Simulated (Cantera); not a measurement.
Charge: 1 mol Ti, 1.9 mol CO2, 4.9 mol H2, at 75.0 Torr.

Equilibrium computed with Cantera from the NASA thermochemical tables; the gas is ideal and each condensed phase is pure. Candidate condensed phases: C, C6H6, C7H8, C8H18, H2O, Ti, TiC, TiO, TiO2, Ti2O3, Ti3O5, Ti4O7; 113 gas species. Mutual solubility and eutectic melting of coexisting phases are not modelled. Condensed phases not in the tables: Magnéli phases beyond Ti4O7. Equilibrium is a limit: real reactors are often held back by kinetics, nucleation or transport.

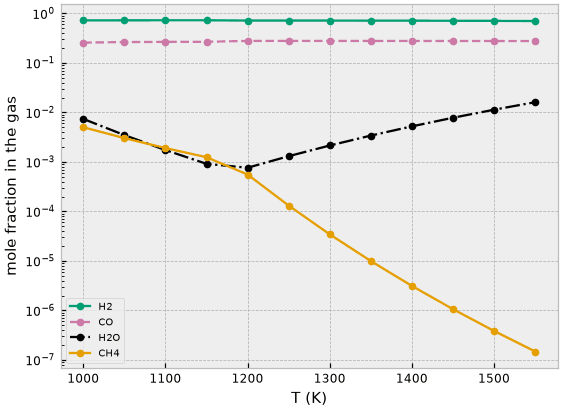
Figure. Equilibrium gas composition (values under 1e-9 drawn at 1e-9)

From 1000 K to 1150 K the condensed part is C(graphite) + TiO2(rutile). From 1200 K to 1550 K the condensed part is TiO2(rutile) + Ti4O7(s).
